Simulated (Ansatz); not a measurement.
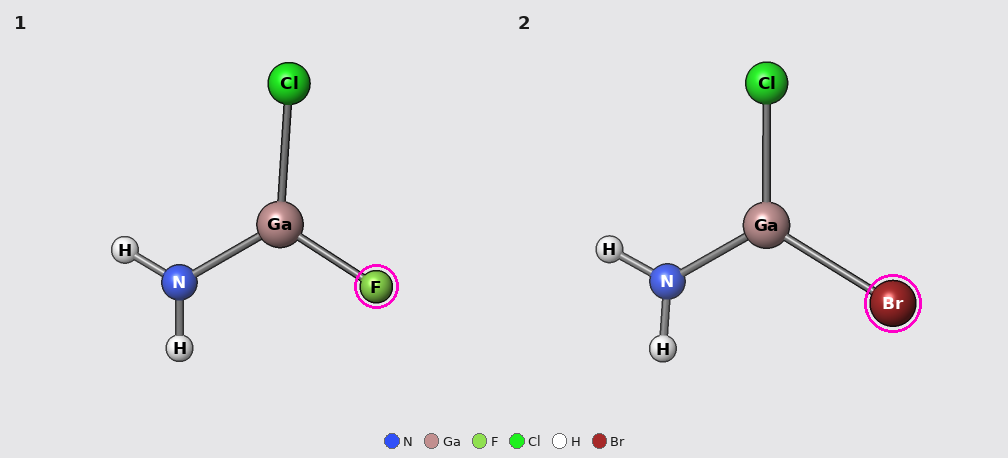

2 molecules with one skeleton, seen from the same side and at one scale; the atom that differs is circled. Charge 0, singlet. Computed geometries: PBE0-D4/def2-TZVP optimisations, one conformation each. Properties computed with Ansatz 0.2.0.

One atom differs, called X below: F in panel 1, Br in panel 2. Their formulas are ClFGaH2N (`[NH2][Ga]([F])[Cl]`), BrClGaH2N (`[NH2][Ga]([Cl])[Br]`).

**In which is the harmonic X–Ga stretching wavenumber higher (PBE0-D4/def2-TZVP)?**

In panel 1 (X = F).

**In which is the dipole moment larger (r2SCAN-D4/def2-TZVPP)?**

In panel 1 (X = F).

Give the values. With PBE0-D4/def2-TZVP: length of X–Ga (Å), angle X–Ga–Cl (°), harmonic X–Ga stretching wavenumber (cm⁻¹). With ωB97M-V/def2-SVP: HOMO energy (Kohn–Sham orbital) (eV), HOMO–LUMO gap (eV). With r2SCAN-D4/def2-TZVPP: dipole moment (D).

```
                                  quantity   1 (F)  2 (Br)   2 − 1
                        length of X–Ga (Å)   1.743   2.268  +0.525
                         angle X–Ga–Cl (°)   116.9   119.3    +2.4
      HOMO energy (Kohn–Sham orbital) (eV)  −10.33  −10.16   +0.17
                        HOMO–LUMO gap (eV)   11.40   11.22   −0.18
                         dipole moment (D)    2.94    2.56   −0.38
harmonic X–Ga stretching wavenumber (cm⁻¹)     688     303    −385
```
